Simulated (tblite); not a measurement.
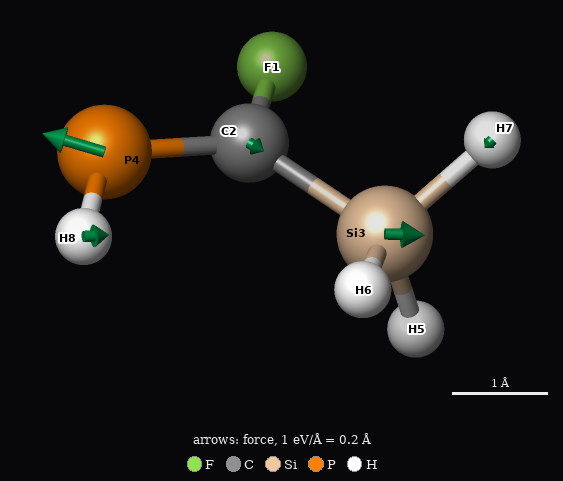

Starting geometry of CH₄FPSi with the computed forces as green arrows. A ball-and-stick model, seen from a free direction.

All numbers below come from tblite 0.8.0, GFN2-xTB geometry optimisation, gas phase. 

Is this structure relaxed? If not, where do the atoms go?

It isn't relaxed: the largest force vector, on P4, is 3.43 eV/Å. The final displacements follow the starting forces only in part (cosine between the two patterns 0.64). The energy falls by 13.7 kcal/mol in 31 geometry steps. The largest move after the best rigid fit is that of H8, 0.33 Å. Largest moves by element: H 0.33 Å, P 0.17 Å, C 0.10 Å, F 0.08 Å, Si 0.04 Å. Among the contacts that change: C2–Si3 1.843 → 1.900 Å, P4–H8 1.450 → 1.399 Å, Si3–H7 1.503 → 1.461 Å, C2–P4 1.645 → 1.682 Å. Among the angles between lasting bonds that change: C2–P4–H8 117.7° → 94.2°, Si3–C2–P4 123.6° → 132.2°, C2–Si3–H6 114.2° → 106.4°.
